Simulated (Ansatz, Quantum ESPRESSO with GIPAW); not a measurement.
# Na3ScF6: which site gives which 23Na line?

The values are calculated: DFT, PBEsol, plane-wave PAW (pslibrary 1.0.0 recipes), scalar-relativistic, GIPAW shieldings (Quantum ESPRESSO with GIPAW, a patched development version). Shieldings are without the macroscopic shape term, which is common to all sites.

```xyz
10
Lattice="0.0000 4.2153 4.2153 4.2153 0.0000 4.2153 4.2153 4.2153 0.0000" Properties=species:S:1:pos:R:3 pbc="T T T"
Sc    0.0000    0.0000    0.0000
Na    4.2153    4.2153    4.2153
Na    2.1077    2.1077    2.1077
Na    6.3230    6.3230    6.3230
F     4.2153    4.2153    6.4295
F     4.2153    6.4295    4.2153
F     4.2153    2.0012    4.2153
F     6.4295    4.2153    4.2153
F     4.2153    4.2153    2.0012
F     2.0012    4.2153    4.2153
```

The cell is a computed entry of the Materials Project; it need not be the form that is stable at ambient conditions. The coordinates shown are those after relaxation (atoms relaxed).

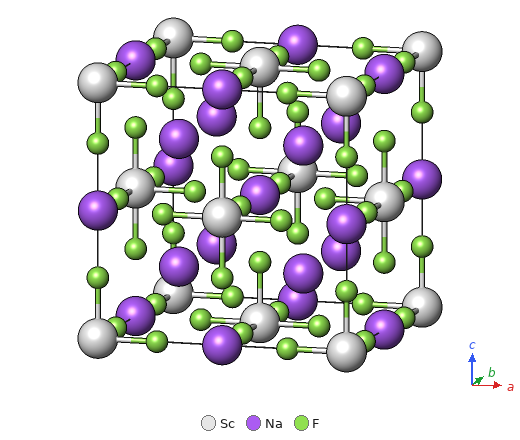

The structure (scandium white, sodium purple, fluorine green). Some periodic images of atoms are drawn too.

The Na sites:

```csv
site,atom no.,atoms in cell,site symmetry,surroundings,bonds (Å)
Na(1),2,1,m-3m,NaF6,2.214
Na(2),3,2,-43m,NaF12,2.983
```

The lines, in order of position:

```csv
line,σ_iso (ppm),relative area,span (ppm),skew
A,592.1,2,0.0,-
B,535.9,1,0.0,-
```

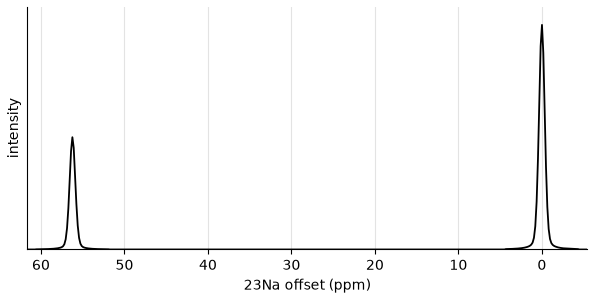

Simulated spectrum: 23Na fast MAS, 9.4 T (105.9 MHz), lines broadened by 0.80 ppm; the axis counts ppm from the isotropic position of the most shielded site, as −Δσ; rigid lattice, with dipolar and J couplings and satellite transitions left out. Most prominent maxima (ppm: height): 56.2: 0.50, 0.0: 1.00.

Assign each line to a crystallographic site.

By the calculation: A is Na(2) (NaF12); B is Na(1) (NaF6). The areas settle A and B, whose multiplicities are unique. Shielding rises with the number of neighbours over these sites, the usual order.

[Banner, clock, file and message-heading lines were taken out of the pw.x and gipaw.x logs.]

[Logs are printed without paths, hosts, clocks, repeated set-up lines and the standing remarks that a program may print on its own settings, such as how far it seeks lower states.]

[Hosts, paths, dates, database ids (printed as entryN), source tags and the programs' standing remarks are cut or masked in the printed files.]
